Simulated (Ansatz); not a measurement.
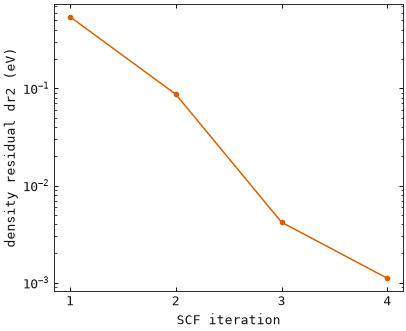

The plot shows the SCF iterations of a calculation: density residual dr2. The starting density is a sum of atomic densities corrected by a trained network.

Ga$_{10}$Al$_{6}$N$_{16}$ (32 atoms in the cell), run with Ansatz.

```
crystal:
  lattice:
    - [6.313105, 0.000000, 0.000000]
    - [0.000000, 5.467309, 0.000000]
    - [0.000000, 0.000000, 10.217648]
  atoms:
    - { symbol: Ga, position: [0.236274, 0.174487, 0.253834] }
    - { symbol: Ga, position: [0.014387, 0.665778, 0.253001] }
    - { symbol: Ga, position: [0.771134, 0.151567, 0.261918] }
    - { symbol: Ga, position: [0.509685, 0.631240, 0.254721] }
    - { symbol: Ga, position: [0.007623, 0.348095, 0.010616] }
    - { symbol: Ga, position: [0.491563, 0.302352, 0.510446] }
    - { symbol: Ga, position: [0.487578, 0.315745, 0.000216] }
    - { symbol: Ga, position: [0.271649, 0.801617, 0.498809] }
    - { symbol: Ga, position: [0.240480, 0.833718, 0.999797] }
    - { symbol: Ga, position: [0.778264, 0.838040, 0.008089] }
    - { symbol: Al, position: [0.231651, 0.158026, 0.744081] }
    - { symbol: Al, position: [0.987885, 0.649561, 0.752002] }
    - { symbol: Al, position: [0.778348, 0.184835, 0.755325] }
    - { symbol: Al, position: [0.516196, 0.675196, 0.742924] }
    - { symbol: Al, position: [0.000308, 0.319649, 0.508112] }
    - { symbol: Al, position: [0.761267, 0.835978, 0.504330] }
    - { symbol: N, position: [0.998208, 0.347042, 0.194560] }
    - { symbol: N, position: [0.980001, 0.312746, 0.666577] }
    - { symbol: N, position: [0.498017, 0.327959, 0.198980] }
    - { symbol: N, position: [0.540267, 0.358304, 0.693453] }
    - { symbol: N, position: [0.251457, 0.810173, 0.196016] }
    - { symbol: N, position: [0.269656, 0.857341, 0.696029] }
    - { symbol: N, position: [0.786485, 0.826407, 0.196018] }
    - { symbol: N, position: [0.776668, 0.844505, 0.693009] }
    - { symbol: N, position: [0.248785, 0.171448, 0.429555] }
    - { symbol: N, position: [0.240038, 0.174468, 0.926730] }
    - { symbol: N, position: [0.004596, 0.673385, 0.442631] }
    - { symbol: N, position: [0.009551, 0.687218, 0.922569] }
    - { symbol: N, position: [0.738070, 0.187733, 0.432296] }
    - { symbol: N, position: [0.739827, 0.123794, 0.951048] }
    - { symbol: N, position: [0.498863, 0.660314, 0.446330] }
    - { symbol: N, position: [0.499684, 0.676101, 0.939988] }
kpoints:
  mp_grid: { grid: [2, 2, 2], shift: [0.5, 0.5, 0.5] }
hamiltonian:
  xc: pbesol
scf:
  occupations: { method: fermi_dirac, width: 0.01 }
  max_iter: 4
output:
  forces: true
  eigenvalues: true
  stress: true
```

Command:
```bash
ansatz run in.yaml --threads 7 --pin off --max-ram 13300MiB --runs-dir r --events-out ev --progress --plain
```

How did this run end?

It did not converge: it stopped after 4 iterations. The residual is still falling at the last step (down to 1.1 × 10⁻³).

What is the residual at the start and at the end?

It starts near 0.5 and ends near 1.1 × 10⁻³ eV.
